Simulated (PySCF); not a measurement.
**C5H6Cl2O (SMILES O=C1CCC(Cl)(Cl)C1): density, localisation and related maps**

```yaml
atoms:
  - { symbol: O, position_ang: [-1.1435, -1.9205, -1.3274] }
  - { symbol: C, position_ang: [-0.6003, -1.0460, -0.7168] }
  - { symbol: C, position_ang: [0.8820, -0.7352, -0.7211] }
  - { symbol: C, position_ang: [1.0994, 0.2412, 0.4319] }
  - { symbol: C, position_ang: [-0.2279, 0.9905, 0.5203] }
  - { symbol: Cl, position_ang: [-0.4660, 1.7514, 2.1131] }
  - { symbol: Cl, position_ang: [-0.2707, 2.2844, -0.7172] }
  - { symbol: C, position_ang: [-1.2889, -0.0525, 0.2070] }
  - { symbol: H, position_ang: [1.1135, -0.2680, -1.6811] }
  - { symbol: H, position_ang: [1.4766, -1.6437, -0.6419] }
  - { symbol: H, position_ang: [1.9383, 0.9153, 0.2708] }
  - { symbol: H, position_ang: [1.2597, -0.2981, 1.3668] }
  - { symbol: H, position_ang: [-2.1903, 0.3601, -0.2443] }
  - { symbol: H, position_ang: [-1.5827, -0.5794, 1.1179] }
```

Geometry: GFN2-xTB.

Method: PBE0/pcSseg-1, SCF density, gas phase, non-relativistic in PySCF 2.14.0.

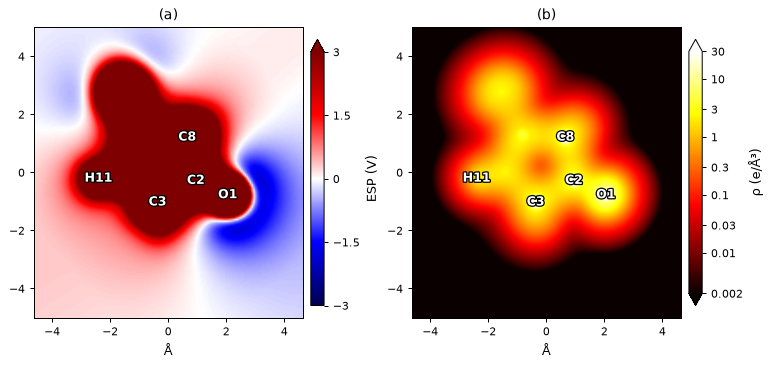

Figure 1. (a) electrostatic potential; (b) electron density on the plane of atoms O1, C2 and C8.

Q: Read the bonding off the picture.

A: The section cuts through O, C and H sites.
C–O (1.20 Å): the density is about 3.4 e/Å³ at the midpoint.
C–C (1.51 Å): ρ at the midpoint is about 1.7 e/Å³.
Outside the dense part of the molecule the potential is most negative (−1.8 V) near O1.

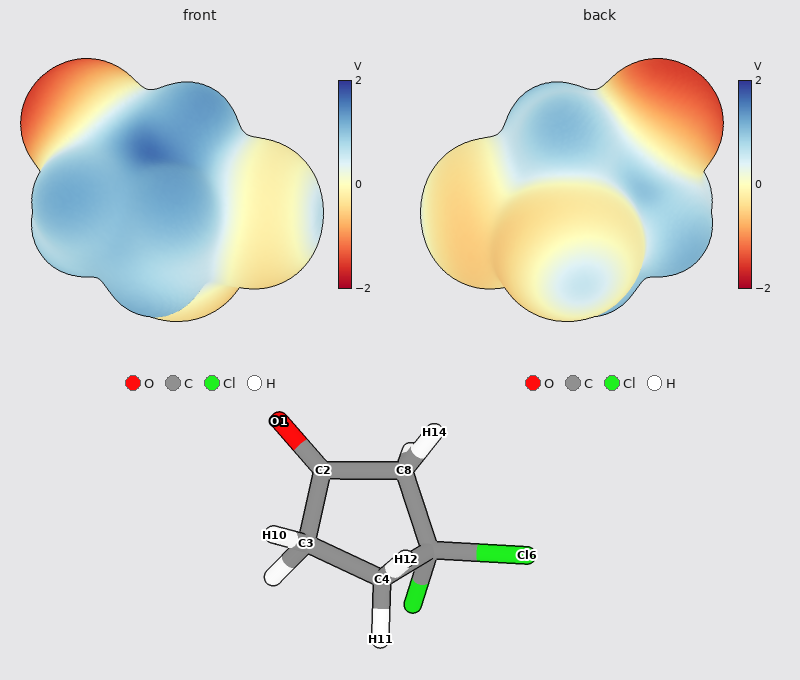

Figure 2. The molecular electrostatic potential painted on the density surface at 0.002 e/bohr³, seen from the front and from behind; the colour scale runs from red (negative) to blue (positive). The bare structure is drawn below in the same view.

Q: Where is the surface potential most negative and most positive?

A: The most negative region (about −1.5 V) lies over O1, the most positive (about +1.5 V) over C2, C4 and C8. Cl6 shows a σ-hole: about +0.6 V at the tip opposite its bond, against about −0.3 V on its flanks. Cl7 shows a σ-hole: about +0.6 V at the tip opposite its bond, against about −0.2 V on its flanks. O1 is the likeliest acceptor of a hydrogen bond.

Q: What dipole moment does the calculation give?

A: Its dipole moment is 1.97 D.
